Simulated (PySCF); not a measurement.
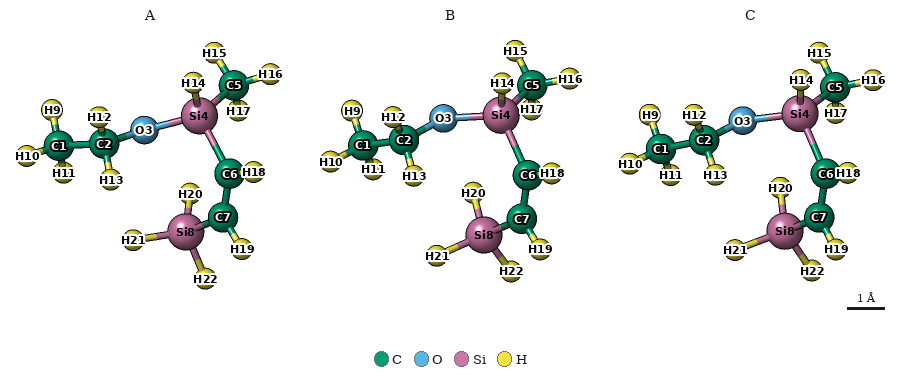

3 geometries from one relaxation of C5H14OSi2, in shuffled order. The picture is a ball-and-stick view, seen face on.

The start comes from GFN2-xTB. Its atoms were then displaced at random by about 0.01 Å.

Method: PBE0-D3(BJ)/def2-SVP geometry optimisation, gas phase in PySCF. 

### Put them in the order of the run, from the start to the converged end.

B, C, A. They are steps 0, 4, 11, at +0.199 eV, +0.022 eV relative to the last. The atom that moves furthest after the best rigid fit is H20 (0.51 Å). By element the largest moves are H 0.51 Å, O 0.37 Å, C 0.16 Å, Si 0.11 Å. Some distances before and after: Si8–H22 1.452 → 1.497 Å, C5–H16 1.066 → 1.101 Å, C2–H12 1.082 → 1.107 Å, C1–H11 1.078 → 1.100 Å. Among the angles between lasting bonds that change: O3–Si4–C6 114.1° → 108.3°, C2–O3–Si4 129.2° → 124.0°, Si4–C6–C7 128.3° → 123.9°. Groups turn about C2–O3 by about 25°, O3–Si4 by about 20°. Over 11 geometry steps the energy falls by 0.199 eV.
